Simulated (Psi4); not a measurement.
Reaction (SMILES): OO (H2O2) → [O-]O + H+
B3LYP-D3(BJ)/def2-TZVP geometries, fixed; electronic energies without zero-point terms.
Largest species:
```xyz
4

O      0.0155     0.7238    -0.0702
O     -0.0112    -0.7261    -0.0419
H      0.8057     0.8967     0.4614
H     -0.8394    -0.8786     0.4355
```
Charge 0, spin multiplicity 1.

Basis-set convergence of the deprotonation energy at PBE with Psi4. All functions are spherical. Density fitting with the program's default auxiliary sets. Psi4's default fitting sets serve the pcseg sets less well. No added dispersion term, no relativity. Functions are those of the species that has most. Reference: the value in aug-cc-pVQZ, 380.36 kcal/mol, itself unsure by roughly 0.20 kcal/mol (its distance from def2-QZVPPD). Deviations are taken from unrounded values.

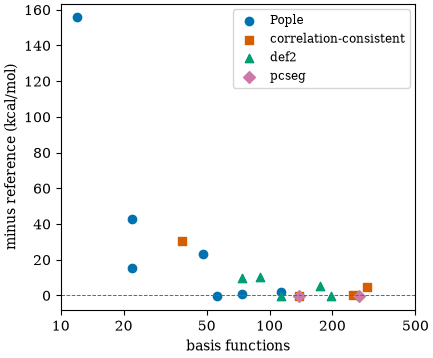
Figure: Deviation from the reference against the number of basis functions, by family of sets.

```csv
basis,functions,deprotonation energy (kcal/mol),minus reference (kcal/mol)
STO-3G,12,536.03,155.67
3-21G,22,423.00,42.64
6-31G,22,395.87,15.52
cc-pVDZ,38,411.03,30.67
6-311G**,48,403.36,23.01
6-311+G**,56,379.96,-0.40
"6-311++G(2d,2p)",74,381.32,0.96
def2-TZVP,74,390.07,9.72
def2-TZVPP,90,390.87,10.52
"6-311++G(3df,3pd)",114,382.09,1.73
def2-TZVPPD,114,380.10,-0.26
aug-cc-pVTZ,138,380.06,-0.30
aug-pcseg-2,138,379.85,-0.51
def2-QZVPP,174,385.60,5.24
def2-QZVPPD,198,380.15,-0.20
aug-cc-pVQZ,252,380.36,0.00
aug-pcseg-3,268,379.95,-0.41
cc-pV5Z,292,385.16,4.80
```
